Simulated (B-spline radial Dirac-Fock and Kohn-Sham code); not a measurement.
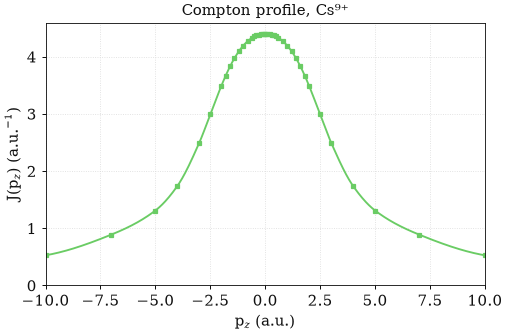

The total Compton profile J(pz). System: the ion Cs⁹⁺. Computed with a radial B-spline solver: the impulse approximation on the Dirac–Fock momentum density (average of configuration).

Question: What is the peak value?

Answer: J(0) = 4.40 a.u.⁻¹.
